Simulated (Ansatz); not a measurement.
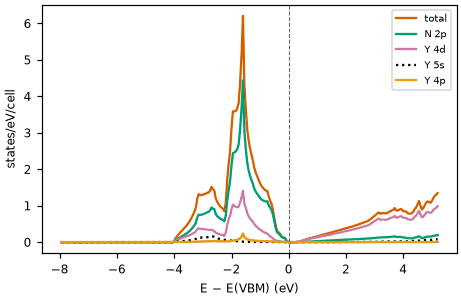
*Total and projected density of states of YN (rock salt, Fm-3m), plane-wave PAW PBE (Ansatz code)*

### Question
Which orbitals carry the states next to the gap?

### Answer
Top 1 eV of the valence band: N 2p 80 %, Y 4d 16 %. Bottom 1 eV of the conduction band: Y 4d 82 %, N 2p 17 %. Projections are on Löwdin-orthogonalised atomic valence shells; empty p or d shells of many metals are not among them.

### Question
Where is the tallest occupied peak in this window, and what makes it?

### Answer
Near -1.6 eV, about 6.2 states/eV per cell; the largest projected share is N 2p.

The PBE relaxation kept the symmetry of its start. The run is not spin-polarised. Spin–orbit coupling is left out wherever it is not named.

Potentials: the later of the program's two PAW sets.
